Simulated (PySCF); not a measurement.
# C2H4BBr (SMILES B/C=C\Br) at 5 levels

Wanted: a comparison of 5 runs (HF/3-21G, B3LYP/6-31G*, wB97X/def2-SVPD, CCSD(T)/STO-3G) of C2H4BBr. Input form: a Python script.

Program for the calculation: PySCF 2.14.0.

## (1) The molecule

C2H4BBr has 8 atoms, charge 0, and is taken as a singlet. As SMILES, `B/C=C\Br`. The coordinates come from a GFN2-xTB relaxation.

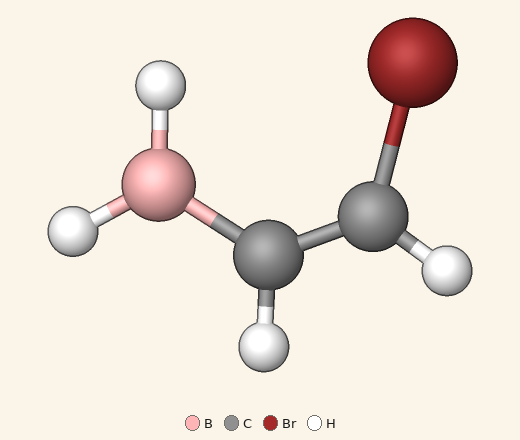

Viewed from a chosen angle; boron pink, carbon grey, bromine red, hydrogen white.

## (2) Energy and gradient at HF/3-21G (run 1)

job.py reads:

```python
from pyscf import gto

mol = gto.Mole()
mol.atom = [
    ('B', (-0.279400, 1.317130, 0.027730)),
    ('C', (0.371100, -0.021690, 0.434800)),
    ('C', (0.176710, -1.219610, -0.121670)),
    ('Br', (-0.967620, -1.568110, -1.577030)),
    ('H', (-1.042190, 1.366510, -0.854700)),
    ('H', (0.002460, 2.286560, 0.615450)),
    ('H', (1.072300, -0.035620, 1.263920)),
    ('H', (0.666630, -2.125170, 0.211500)),
]
mol.basis = '3-21g'
mol.max_memory = 1860
mol.verbose = 4
mol.build()

mf = mol.RHF()
mf.conv_tol = 1e-10
mf.kernel()
if not mf.converged:
    mf = mf.newton().run(mf.mo_coeff, mf.mo_occ)

e_final = mf.e_tot
print('Final energy', e_final)
grad = mf.nuc_grad_method().kernel()
mf.analyze()
```

Launch:

```
OMP_NUM_THREADS=1 python job.py
```

What it wrote:

```text
PySCF version 2.14.0

[... 80 lines left out ...]
One-electron Energy =                -4103.676288305689923
[... 13 lines left out ...]
MO #9   energy= -7.56045939395683  occ= 2
[... 11 lines left out ...]
MO #21  energy= -0.675269448386072 occ= 2
[... 11 lines left out ...]
MO #33  energy= 0.323785777768007  occ= 0
[... 11 lines left out ...]
MO #45  energy= 0.956939163821049  occ= 0
[... 11 lines left out ...]
MO #57  energy= 2.06198484916383   occ= 0
[... 68 lines left out ...]
Dipole moment(X, Y, Z, Debye):  0.98118, -0.69248,  0.97684
```

Wall time 5.1 s (1 thread of Intel Xeon at 2.50GHz (Skylake/Cascade Lake), shared host); peak memory 0.13 GiB.

## (3) Energy and forces at B3LYP/6-31G(d) (spherical functions) (run 2)

input.py reads:

```python
from pyscf import gto, dft

system = gto.Mole()
system.atom = '''
B   -0.279400   1.317130   0.027730
C    0.371100  -0.021690   0.434800
C    0.176710  -1.219610  -0.121670
Br  -0.967620  -1.568110  -1.577030
H   -1.042190   1.366510  -0.854700
H    0.002460   2.286560   0.615450
H    1.072300  -0.035620   1.263920
H    0.666630  -2.125170   0.211500
'''
system.basis = '6-31g*'
system.spin = 0
system.max_memory = 1860
system.verbose = 4
system.build()

calc0 = dft.RKS(system, xc='b3lyp')
calc0.conv_tol = 1e-10
calc0.grids.level = 5
calc0.kernel()
if not calc0.converged:
    calc0 = calc0.newton().run(calc0.mo_coeff, calc0.mo_occ)

e_final = calc0.e_tot
print('E(%s) = %.9f' % ('B3LYP', e_final))
grad = calc0.nuc_grad_method().kernel()
calc0.analyze()
```

Launch:

```
OMP_NUM_THREADS=1 python input.py
```

What it wrote:

```text
PySCF version 2.14.0

[... 102 lines left out ...]
MO #2   energy= -62.5235980142809  occ= 2
[... 15 lines left out ...]
MO #18  energy= -0.842242736029017 occ= 2
[... 15 lines left out ...]
MO #34  energy= 0.186255165848766  occ= 0
[... 15 lines left out ...]
MO #50  energy= 0.621000158251322  occ= 0
[... 15 lines left out ...]
MO #66  energy= 1.61116465410056   occ= 0
[... 15 lines left out ...]
MO #82  energy= 4.96412229208218   occ= 0
[... 93 lines left out ...]
Dipole moment(X, Y, Z, Debye):  0.97685, -0.82195,  0.93698
```

It took 62 s on 1 thread of Intel Xeon at 2.50GHz (Skylake/Cascade Lake), shared host; peak memory 0.8 GiB.

## (4) Energy and gradient at B3LYP/6-31G(d) (Cartesian functions) (run 3)

input.py reads:

```python
# B/C=C\Br
import pyscf.grad
from pyscf import gto, dft

system = gto.M(
    atom='''
B     -0.279400     1.317130     0.027730
C      0.371100    -0.021690     0.434800
C      0.176710    -1.219610    -0.121670
Br    -0.967620    -1.568110    -1.577030
H     -1.042190     1.366510    -0.854700
H      0.002460     2.286560     0.615450
H      1.072300    -0.035620     1.263920
H      0.666630    -2.125170     0.211500
''',
    max_memory=1860,
    verbose=4,
    cart=True,
    basis='6-31g*',
)

mf = dft.RKS(system)
mf.xc = 'b3lyp'
mf.conv_tol = 1e-10
mf.grids.level = 5
mf.kernel()
if not mf.converged:
    mf = mf.newton().run(mf.mo_coeff, mf.mo_occ)

e_final = mf.e_tot
print('Final energy', e_final)
grad = mf.Gradients().kernel()
dip = mf.dip_moment()
pop, q = mf.mulliken_pop()
```

Launch:

```
OMP_NUM_THREADS=1 python input.py
```

What it wrote:

```text
PySCF version 2.14.0

[... 77 lines left out ...]
converged SCF energy = -2677.30948584618
Final energy -2677.3094858461773
[... 12 lines left out ...]
Dipole moment(X, Y, Z, Debye):  0.97628, -0.81168,  0.93914
[... 97 lines left out ...]
charge of    7H =      0.19473
```

Run time: 62 s. Hardware: 1 thread of Intel Xeon at 2.50GHz (Skylake/Cascade Lake), shared host; peak memory 0.86 GiB.

Run 4 isn't shown in full; the table further down has it.

## (5) The energy at CCSD(T)/STO-3G (run 5)

run.py reads:

```python
from pyscf import gto, cc

mol = gto.Mole()
mol.atom = '''
B     -0.279400     1.317130     0.027730
C      0.371100    -0.021690     0.434800
C      0.176710    -1.219610    -0.121670
Br    -0.967620    -1.568110    -1.577030
H     -1.042190     1.366510    -0.854700
H      0.002460     2.286560     0.615450
H      1.072300    -0.035620     1.263920
H      0.666630    -2.125170     0.211500
'''
mol.basis = 'sto-3g'
mol.verbose = 4
mol.max_memory = 1860
mol.build()

myscf = mol.RHF()
myscf.conv_tol = 1e-10
myscf.kernel()
if not myscf.converged:
    myscf = myscf.newton().run(myscf.mo_coeff, myscf.mo_occ)

mycc = cc.CCSD(myscf, frozen=12)
mycc.kernel()
e_t = mycc.ccsd_t()
e_final = mycc.e_tot + e_t
print('E(%s) = %.9f' % ('CCSD(T)', e_final))
myscf.analyze()
```

Launch:

```
OMP_NUM_THREADS=1 python run.py
```

What it wrote:

```text
PySCF version 2.14.0

[... 94 lines left out ...]
One-electron Energy =                -4095.456989038741085
[... 9 lines left out ...]
MO #5   energy= -57.7614666674247  occ= 2
[... 7 lines left out ...]
MO #13  energy= -2.26743948651454  occ= 2
[... 7 lines left out ...]
MO #21  energy= -0.623952757399588 occ= 2
[... 7 lines left out ...]
MO #29  energy= 0.181899127824353  occ= 0
[... 7 lines left out ...]
MO #37  energy= 1.02425950050726   occ= 0
[... 48 lines left out ...]
Dipole moment(X, Y, Z, Debye):  0.89391, -0.54598,  0.91408
```

Run time: 3.3 s. Hardware: 1 thread of Intel Xeon at 2.50GHz (Skylake/Cascade Lake), shared host; peak memory 0.12 GiB.

## (6) The series

```
run                               level  integration grid  Cartesian functions   energy (Eh)  dipole moment (D) of the reference  HOMO energy (eV)  LUMO energy (eV)  wall time
  1                            HF/3-21G                 –                   no  -2662.180694                                1.55             -9.97              1.49      5.1 s
  2  B3LYP/6-31G* (spherical functions)                 5                   no  -2677.298761                                1.58             -7.38             -2.29       62 s
  3  B3LYP/6-31G* (Cartesian functions)                 5                  yes  -2677.309486                                1.58             -7.38             -2.30       62 s
  4                     wB97X/def2-SVPD                 5                   no  -2677.191452                                1.42            -10.07             -0.29    3.7 min
  5                      CCSD(T)/STO-3G                 –                   no  -2646.330074                                1.39             -7.98              4.95      3.3 s
```

## (7) What came out

```
                                           quantity           value
                                run 5: total energy  -2646.33007 Eh
        run 5: dipole moment (Hartree–Fock density)          1.39 D
         run 5: HOMO energy (Hartree–Fock orbitals)        -7.98 eV
         run 5: LUMO energy (Hartree–Fock orbitals)         4.95 eV
       run 5: HOMO–LUMO gap (Hartree–Fock orbitals)        12.93 eV
run 5: correlation energy (12 core orbitals frozen)      -207.7 mEh
                              run 5: (T) correction       -2.84 mEh
                               run 5: T1 diagnostic           0.005
```

Over runs 1, 2, 3, 4 the dipole moment (its size) runs from 1.42 D (wB97X/def2-SVPD) to 1.58 D (B3LYP/6-31G*). The two ends differ in method and basis. Over runs 1, 2, 3, 4 the HOMO–LUMO gap runs from 5.09 eV (B3LYP/6-31G*) to 11.46 eV (HF/3-21G). Totals of different functionals can't be ranked against each other. In run 5 the basis is minimal, so the values are rough. All runs together took 6 min, the longest 3.7 min.
